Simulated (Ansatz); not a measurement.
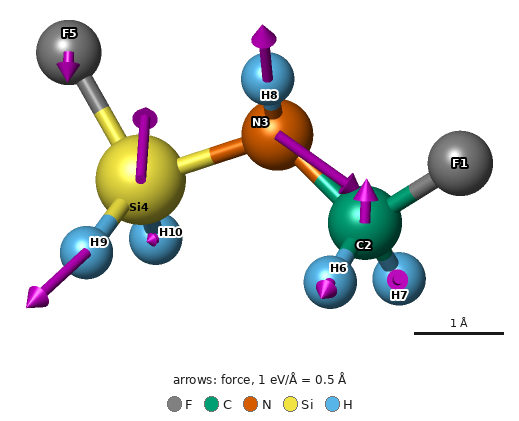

Starting geometry of CH5F2NSi (coarse preliminary run) with the computed forces as purple arrows. The picture is a ball-and-stick view, seen at a tilt.

The start comes from a force field.

The calculation used Ansatz 0.2.0, RKS PBE-D4/def2-SVP.

Input
```yaml
crystal:
  periodic: [false, false, false]
  atoms:
    - {symbol: F, position_ang: [0.221300, -2.414900, 0.716200]}
    - {symbol: C, position_ang: [0.482400, -1.052300, 0.721800]}
    - {symbol: N, position_ang: [-0.514900, -0.380700, -0.119700]}
    - {symbol: Si, position_ang: [-0.326000, 1.263200, -0.514300]}
    - {symbol: F, position_ang: [-1.534400, 1.514300, -1.619100]}
    - {symbol: H, position_ang: [1.508400, -0.937100, 0.341400]}
    - {symbol: H, position_ang: [0.476500, -0.708700, 1.766900]}
    - {symbol: H, position_ang: [-0.555500, -0.911100, -0.960200]}
    - {symbol: H, position_ang: [0.937600, 1.510400, -1.059500]}
    - {symbol: H, position_ang: [-0.612300, 2.065700, 0.729600]}
basis:
  gaussian: {orbitals: def2-SVP}
hamiltonian: {xc: pbe, dispersion: d4}
relax: {f_tol: 0.03, max_steps: 200}
```

Command:
```bash
ansatz run in.yaml --threads 4 --pin off --events-out ev --progress --plain --max-ram 10444MiB
```

**What follows when this structure is relaxed?**

It isn't relaxed: the largest force vector, on Si4, is 2.97 eV/Å. The final displacements have little in common with the starting forces (cosine between the two patterns −0.02). After 13 geometry steps the energy has fallen by 17.1 kcal/mol. The largest force component goes from 2.8 to 0.015 eV/Å. The largest move after the best rigid fit is that of H8, 1.33 Å. By element the largest moves are H 1.33 Å, F 1.08 Å, N 1.02 Å, C 0.11 Å, Si 0.07 Å. Among the contacts that change: Si4–H9 1.398 → 1.497 Å, C2–N3 1.468 → 1.422 Å, N3–Si4 1.701 → 1.739 Å, N3–H8 0.995 → 1.025 Å. Bond angles that change, for instance: N3–Si4–F5 102.7° → 114.5°, Si4–N3–H8 108.9° → 117.9°, C2–N3–H8 105.6° → 113.9°.
